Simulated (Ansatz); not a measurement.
# BSiH₆F: geometry relaxation (part 1 of 2)

BSiH₆F, computed with RKS PBE0-D4/def2-SVP (Ansatz 0.2.0).

The input holds or restrains some coordinates. Forces given for the steps count only the free coordinates. It belongs to a series of runs on one base structure; here: pulled along the bonds that form and break, towards end B. Figures and captions count atoms from 1; the log counts them from 0 in places.

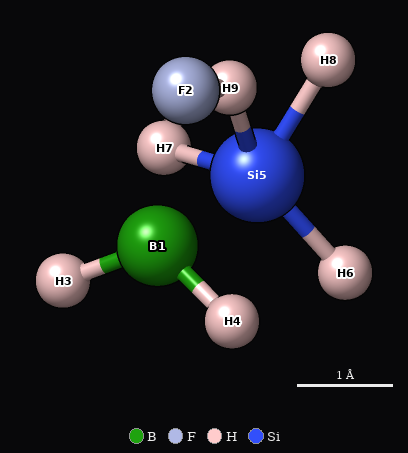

Figure 1. The input geometry (ball-and-stick view, seen at an oblique angle; atoms are numbered from 1 in the order of the input). Bond lengths as drawn: B–H 1.19 Å, F–H 1.07 Å and H–Si 1.44 to 1.46 Å.

Input:
```yaml
crystal:
  periodic: [false, false, false]
  atoms:
    - { symbol: B, position_ang: [0.0, 0.0, 0.0] }
    - { symbol: F, position_ang: [0.0, 0.0, 1.67] }
    - { symbol: H, position_ang: [1.0305, 0.0, -0.595] }
    - { symbol: H, position_ang: [-1.0305, 0.0, -0.595] }
    - { symbol: Si, position_ang: [0.094, -2.1331, 0.7095] }
    - { symbol: H, position_ang: [-0.6959, -2.9783, -0.1812] }
    - { symbol: H, position_ang: [1.4817, -2.5871, 0.7061] }
    - { symbol: H, position_ang: [-0.4425, -2.2202, 2.0645] }
    - { symbol: H, position_ang: [0.047, -1.0657, 1.6785] }
basis:
  gaussian: { orbitals: def2-SVP }
hamiltonian:
  xc: pbe0
  dispersion: d4
relax:
  f_tol: 0.15
  max_steps: 25
  restrain:
    - { distance: [0, 4], at: 1.95, k: 30.0 }
    - { distance: [8, 1], at: 0.92, k: 30.0 }
    - { distance: [0, 1], at: 2.52, k: 30.0 }
    - { distance: [8, 4], at: 2.66, k: 30.0 }
output:
  orbitals: {}
```

Launch command:
```bash
ansatz run input.yaml --threads 1 --pin off --max-ram 2048MiB --backend cpu --events-out ev --progress --plain --runs-dir out
```

Output:
```
The last accepted step is kept in [file] (removed where the run ends without a failure and the disk answers)
Engine: ansatz 0.2.0, x86_64-unknown-linux-gnu
Functional definition: PBE0
  parameter a = 0.25
  parameter kappa = 0.804
  parameter beta = 0.06672455060314922
  exchange = (1 - a)*pbe_x(kappa = kappa, mu = beta*pi^2/3) + a*exact_x
  correlation = pbe_c(beta = beta)
806 factors; integrals over basis functions are off by at most 3.9e-4 eV
mean field evaluation 1: about -11350.7147 eV, gradient 1.9e1 eV
mean field evaluation 2: about -11350.9384 eV, gradient 1.8e1 eV
mean field evaluation 4: about -11351.7643 eV, gradient 1.3e0 eV
mean field evaluation 8: about -11351.7882 eV, gradient 1.4e-2 eV
mean field -11351.78817129 eV, -417.1705207764 hartree, gradient 2.8e-5 eV, S^2 0.000000; 0 other end points of the search recorded, 0 dependent functions left out
the calculation of the forces begins
reference -11351.78819556 eV, -417.1705216683 hartree; 17, 17 occupied and 59, 59 virtual orbitals, 806 factors
relax step   1: F+E_penalty+E_count = -11351.89708769 eV  Δ(F+E_penalty+E_count) = +0.000e0 eV  max|allowed force component| = 6.724e0 eV/Å  E_restraint = 34.74861392 eV  max|allowed force component, restraints' pulls added| = 3.461e1 eV/Å  Δτ_max = 0.0000 Å  (24 SCF iters, accepted)
  distance B 0 - Si 4 = 2.2500 Å
  distance H 8 - F 1 = 1.0668 Å
  distance B 0 - F 1 = 1.6700 Å
  distance H 8 - Si 4 = 1.4424 Å
these checks for a lower state are left out or cut short: starts, cluster_reference, orbital_swaps, neighbouring_geometries, increment
806 factors; integrals over basis functions are off by at most 5.7e-4 eV
mean field evaluation 16: about -11352.6788 eV, gradient 1.7e1 eV
mean field -11353.44117251 eV, -417.2312674508 hartree, gradient 1.9e-5 eV, S^2 0.000000; 0 other end points of the search recorded, 0 dependent functions left out
[... from here on the field's lines of each further geometry are left out, up to the last ...]
relax step   2: F+E_penalty+E_count = -11353.54910854 eV  Δ(F+E_penalty+E_count) = -1.652e0 eV  max|allowed force component| = 3.967e0 eV/Å  E_restraint = 18.20725383 eV  max|allowed force component, restraints' pulls added| = 2.132e1 eV/Å  Δτ_max = 0.1948 Å  (31 SCF iters, accepted)
relax step   3: F+E_penalty+E_count = -11353.91218971 eV  Δ(F+E_penalty+E_count) = -3.631e-1 eV  max|allowed force component| = 3.429e0 eV/Å  E_restraint = 7.39744443 eV  max|allowed force component, restraints' pulls added| = 1.311e1 eV/Å  Δτ_max = 0.1947 Å  (26 SCF iters, accepted)
relax step   4: F+E_penalty+E_count = -11354.23195127 eV  Δ(F+E_penalty+E_count) = -3.198e-1 eV  max|allowed force component| = 3.594e0 eV/Å  E_restraint = 1.73856153 eV  max|allowed force component, restraints' pulls added| = 7.145e0 eV/Å  Δτ_max = 0.1966 Å  (28 SCF iters, accepted)
relax step   5: F+E_penalty+E_count = -11354.58671159 eV  Δ(F+E_penalty+E_count) = -3.548e-1 eV  max|allowed force component| = 2.754e0 eV/Å  E_restraint = 0.15845379 eV  max|allowed force component, restraints' pulls added| = 2.674e0 eV/Å  Δτ_max = 0.1947 Å  (27 SCF iters, accepted)
relax step   6: F+E_penalty+E_count = -11354.87608119 eV  Δ(F+E_penalty+E_count) = -2.894e-1 eV  max|allowed force component| = 1.488e0 eV/Å  E_restraint = 0.03531707 eV  max|allowed force component, restraints' pulls added| = 2.590e0 eV/Å  Δτ_max = 0.1934 Å  (26 SCF iters, accepted)
relax step   7: F+E_penalty+E_count = -11354.89706961 eV  Δ(F+E_penalty+E_count) = -2.099e-2 eV  max|allowed force component| = 8.145e-1 eV/Å  E_restraint = 0.00990011 eV  max|allowed force component, restraints' pulls added| = 2.679e-1 eV/Å  Δτ_max = 0.2000 Å  (26 SCF iters, accepted)
relax step   8: F+E_penalty+E_count = -11354.92477119 eV  Δ(F+E_penalty+E_count) = -2.770e-2 eV  max|allowed force component| = 6.111e-1 eV/Å  E_restraint = 0.00891271 eV  max|allowed force component, restraints' pulls added| = 1.520e-1 eV/Å  Δτ_max = 0.2000 Å  (26 SCF iters, accepted)
relax step   9: F+E_penalty+E_count = -11354.92868755 eV  Δ(F+E_penalty+E_count) = -3.916e-3 eV  max|allowed force component| = 7.826e-1 eV/Å  E_restraint = 0.00902396 eV  max|allowed force component, restraints' pulls added| = 3.833e-1 eV/Å  Δτ_max = 0.0804 Å  (26 SCF iters, accepted)
the calculation of the forces begins
reference -11354.82799713 eV, -417.2822323158 hartree; 17, 17 occupied and 59, 59 virtual orbitals, 806 factors
relax step  10: F+E_penalty+E_count = -11354.93166319 eV  Δ(F+E_penalty+E_count) = -2.976e-3 eV  max|allowed force component| = 6.823e-1 eV/Å  E_restraint = 0.00855397 eV  max|allowed force component, restraints' pulls added| = 1.216e-1 eV/Å  Δτ_max = 0.0272 Å  (28 SCF iters, accepted)
```

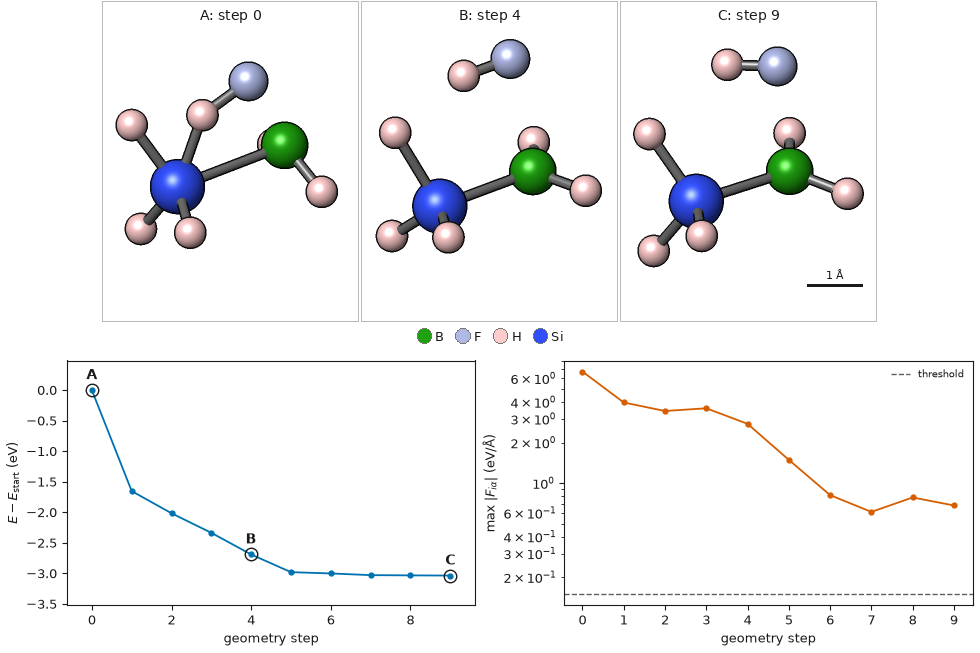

Figure 2. Frames of the restrained relaxation (ball-and-stick view, seen at a tilt) above the curves, on which the letters mark them (the first geometry is step 0 here and step 1 in the log).

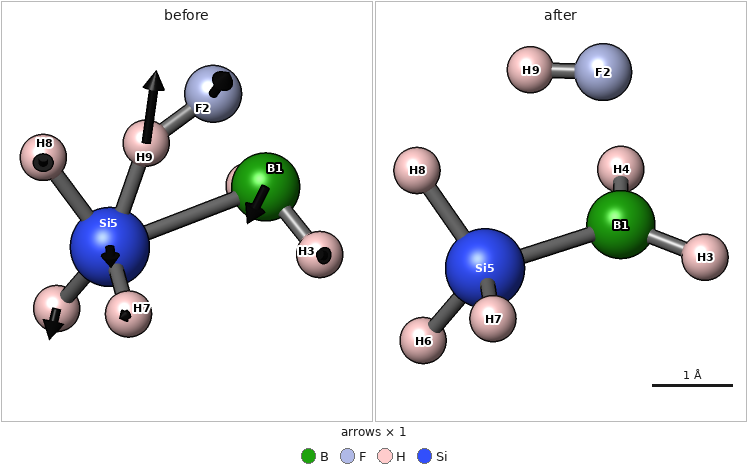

Figure 3. Before (left) and after (right) the restrained relaxation, at one scale (ball-and-stick view, seen at a tilt). The black arrows give the displacements, at true length. H9 moves most after the best rigid fit: 0.95 Å. Largest moves by element: H 0.95 Å, F 0.59 Å, B 0.55 Å, Si 0.30 Å. Among the contacts that change: Si5–H9 1.442 → 2.661 Å, B1–Si5 2.250 → 1.972 Å, F2–H9 1.067 → 0.928 Å, Si5–H8 1.460 → 1.516 Å. Bonds break: Si5–H9 (1.44 → 2.66 Å). Among the angles that change: H3–B1–Si5 97.0° → 122.5°, H4–B1–Si5 101.2° → 119.5°, B1–Si5–H7 109.5° → 115.3°. The energy falls by 3.035 eV in 9 geometry steps. The largest force component goes from 6.7 to 0.68 eV/Å. (Atoms are counted from 1 in the order of the input.)

```
  distance B 0 - Si 4 = 1.9716 Å
  distance H 8 - F 1 = 0.9276 Å
  distance B 0 - F 1 = 2.5133 Å
  distance H 8 - Si 4 = 2.6606 Å
806 factors; integrals over basis functions are off by at most 5.3e-4 eV
mean field -11354.82797230 eV, -417.2822314032 hartree, gradient 7.8e-6 eV, S^2 0.000000; 1 other end points of the search recorded, 0 dependent functions left out
the calculation of the forces begins
reference -11354.82799713 eV, -417.2822323158 hartree; 17, 17 occupied and 59, 59 virtual orbitals, 806 factors
Total energy: -11354.93168803 eV, -417.2860428858 hartree
Atom 0 at    -0.002831    -0.439645    -0.315356 Å, force    -0.018503     0.682330    -0.077641 eV/Å
Atom 1 at     0.348365     0.244842     2.077294 Å, force     0.017225    -0.000664    -0.225081 eV/Å
Atom 2 at     0.951508     0.131535    -0.785068 Å, force    -0.022012    -0.008928     0.006668 eV/Å
Atom 3 at    -1.083799     0.095624    -0.408811 Å, force     0.024725    -0.022011     0.010605 eV/Å
Atom 4 at     0.117329    -2.257999     0.437215 Å, force     0.055205    -0.607329     0.297374 eV/Å
Atom 5 at    -0.547204    -3.282615    -0.432516 Å, force     0.000086     0.011001    -0.000858 eV/Å
Atom 6 at     1.502336    -2.729451     0.750342 Å, force    -0.020496    -0.002676    -0.005458 eV/Å
Atom 7 at    -0.640223    -2.279912     1.749650 Å, force     0.011755     0.003785    -0.039502 eV/Å
Atom 8 at    -0.161181    -0.466778     2.384651 Å, force    -0.047986    -0.055509     0.033893 eV/Å
Dipole moment:    -0.147986    -0.123348     0.107186 e Å
```

Trajectory as extended XYZ (Å, eV, eV/Å), 10 frames, from step=1 to step=10:
```
9
Properties=species:S:1:pos:R:3:forces:R:3 step=1 energy=-11351.89709
B     0.0000    0.0000    0.0000    0.0857  -4.3155   0.4543
F     0.0000    0.0000    1.6700    0.2064   4.1076   1.0319
H     1.0305    0.0000   -0.5950    0.6309   1.1138   0.4348
H    -1.0305    0.0000   -0.5950   -0.6473   1.0102   0.4883
Si    0.0940   -2.1331    0.7095    0.8038  -3.7758  -6.7244
H    -0.6959   -2.9783   -0.1812   -0.5108  -0.7098   0.0324
H     1.4817   -2.5871    0.7061    0.5835  -0.5162   0.3573
H    -0.4425   -2.2202    2.0645   -0.1264  -0.0918   1.1389
H     0.0470   -1.0657    1.6785   -1.0258   3.1774   2.7864
9
Properties=species:S:1:pos:R:3:forces:R:3 step=2 energy=-11353.54911
B     0.0027   -0.1063   -0.0864    0.0307  -3.9674   1.0226
F     0.0013    0.0527    1.8061    0.2726   1.7086  -0.2904
H     1.0443    0.0101   -0.5997    0.9635   1.2387   0.0639
H    -1.0434    0.0090   -0.5987   -0.9004   1.0553   0.1738
Si    0.1016   -2.2015    0.5650    0.7708   1.9453  -0.1099
H    -0.7123   -3.0012   -0.1980   -1.5319  -2.0366  -1.2929
H     1.4914   -2.5963    0.7052    0.7203  -0.6302   0.0464
H    -0.4338   -2.2208    2.0463    0.3096  -0.0687  -0.6380
H     0.0325   -0.9301    1.8176   -0.6351   0.7550   1.0245
9
Properties=species:S:1:pos:R:3:forces:R:3 step=3 energy=-11353.91219
B     0.0055   -0.2248   -0.1889   -0.0152  -3.0163   0.8841
F     0.0039    0.0932    1.9270    0.1866   3.3738  -0.6178
H     1.0582    0.0254   -0.6029    0.9789   1.2289  -0.1826
H    -1.0558    0.0215   -0.6001   -0.8571   0.9703  -0.0386
Si    0.1153   -2.2336    0.4410    1.0720   3.4295   2.9848
H    -0.7346   -3.0307   -0.2198   -2.1166  -2.7092  -1.8354
H     1.4995   -2.6031    0.7033    0.6446  -0.6627  -0.2145
H    -0.4275   -2.2210    2.0265    0.4262  -0.1564  -1.5885
H     0.0198   -0.8114    1.9714   -0.3194  -2.4581   0.6084
```
